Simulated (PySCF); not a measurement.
**C6H8F2OSi (SMILES FC/C(F)=C1/C=CCO[SiH2]1): density, localisation and related maps**

```
atom    x (Å)    y (Å)    z (Å)
   F   2.7110  -1.1747   0.5999
   C   2.8889   0.0260  -0.0319
   C   1.6108   0.7970  -0.1428
   F   1.8865   2.1103  -0.3975
   C   0.3604   0.3552  -0.0370
   C  -0.7590   1.2724  -0.1572
   C  -2.0430   0.9182  -0.1259
   C  -2.5992  -0.4626   0.0076
   O  -1.6788  -1.5057  -0.1138
  Si  -0.1042  -1.4475   0.2803
   H   3.3071  -0.1904  -1.0241
   H   3.6194   0.6013   0.5503
   H  -0.5122   2.3205  -0.2739
   H  -2.8060   1.6806  -0.2065
   H  -3.1077  -0.5441   0.9817
   H  -3.3602  -0.6178  -0.7696
   H   0.1133  -1.7427   1.6970
   H   0.4643  -2.3897  -0.6682
```

Geometry: GFN2-xTB.

These are results of PBE0/pcSseg-1, SCF density, gas phase, non-relativistic in PySCF, not measurements.

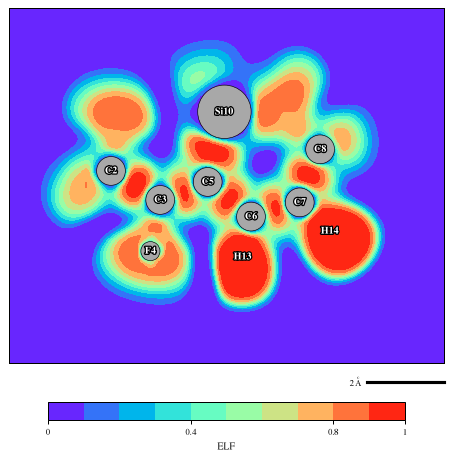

Figure 1. ELF on the plane of atoms C2, C3 and F4. Grey discs cover the atomic cores.

Q: Interpret the plot.

A:
- The section cuts through C, F, Si and H sites.
- C–C (1.33 Å): the ELF peaks at about 0.95 between the atoms; a short, multiple covalent bond.
- C–F (1.37 Å): the ELF peaks at about 0.80 between the atoms, as expected for a shared but strongly polarised pair.
- C–Si (1.89 Å): the ELF peaks at about 0.95 between the atoms (a shared electron pair).
- C–H (1.08 Å): the ELF climbs to about 1 towards the hydrogen, as it does in any bond to H (an ordinary covalent bond to hydrogen).
- C–C (1.45 Å): the ELF peaks at about 0.95 between the atoms, as expected for localised, covalent bonding.
- The ELF also peaks beside F4, F1 and O9, away from the bonds: lone-pair regions.

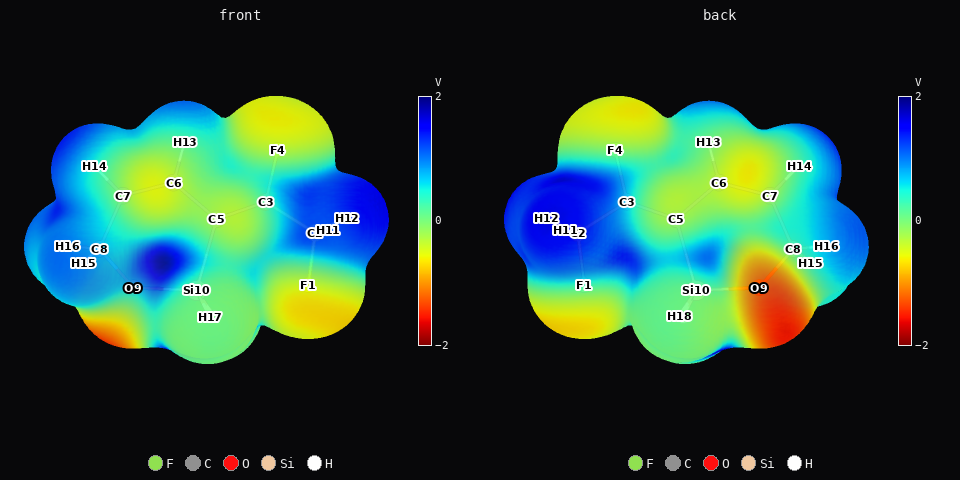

Figure 2. The molecular electrostatic potential painted on the density surface at 0.004 e/bohr³, seen from the front and from behind; the colour scale runs from red (negative) to blue (positive).

Q: Which sites attract a positive test charge, and which a negative one?

A: A positive charge is drawn to the negative regions and a negative charge to the positive ones. The most negative region (about −1.6 V) lies over O9, the most positive (about +1.7 V) over C2 and Si10. O9 is the likeliest acceptor of a hydrogen bond.

Q: What dipole moment does the calculation give?

A: Its dipole moment is 1.16 D.
